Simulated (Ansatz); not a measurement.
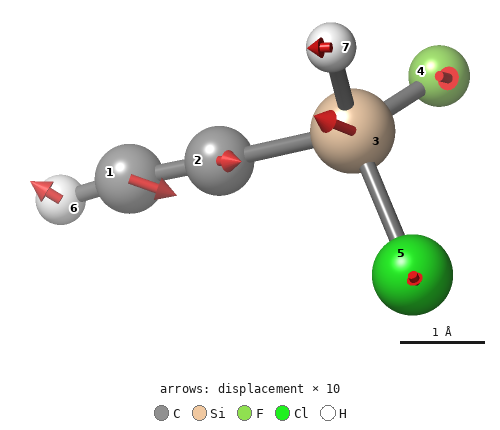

A relaxation of C2H2ClFSi (coarse preliminary run). The starting structure is drawn; red arrows show the displacements, magnified 10 times. The two geometries are superimposed by the best rigid fit.

Style: ball-and-stick. Shown at a tilt.

The start comes from a force field.

These are results of RKS PBE-D4/def2-SVP in Ansatz, not measurements.

The input:
```yaml
crystal:
  periodic: [false, false, false]
  atoms:
    - {symbol: C, position_ang: [0.033800, -2.046500, -0.343000]}
    - {symbol: C, position_ang: [0.007400, -0.829300, -0.106600]}
    - {symbol: Si, position_ang: [0.014500, 1.003600, 0.264800]}
    - {symbol: F, position_ang: [-0.977900, 1.336300, 1.395700]}
    - {symbol: Cl, position_ang: [-0.386100, 2.055100, -1.436100]}
    - {symbol: H, position_ang: [-0.042200, -3.028300, -0.578400]}
    - {symbol: H, position_ang: [1.411600, 1.441100, 0.757900]}
basis:
  gaussian: {orbitals: def2-SVP}
hamiltonian: {xc: pbe, dispersion: d4}
relax: {f_tol: 0.03, max_steps: 200}
```

Describe the change and its energy.

The largest move after the best rigid fit is that of Si3, 0.066 Å. Largest moves by element: Si 0.066 Å, C 0.060 Å, F 0.047 Å, H 0.043 Å, Cl 0.020 Å. Near-neighbour distances that change, for instance: Si3–F4 1.541 → 1.630 Å, C1–H6 1.012 → 1.083 Å, Si3–H7 1.545 → 1.490 Å, C2–Si3 1.870 → 1.822 Å. Bond angles that change, for instance: C2–C1–H6 173.9° → 179.8°, F4–Si3–Cl5 112.0° → 108.4°, Cl5–Si3–H7 107.3° → 109.9°. Over 5 geometry steps the energy falls by 0.346 eV. The largest force component goes from 4.4 to 0.015 eV/Å.
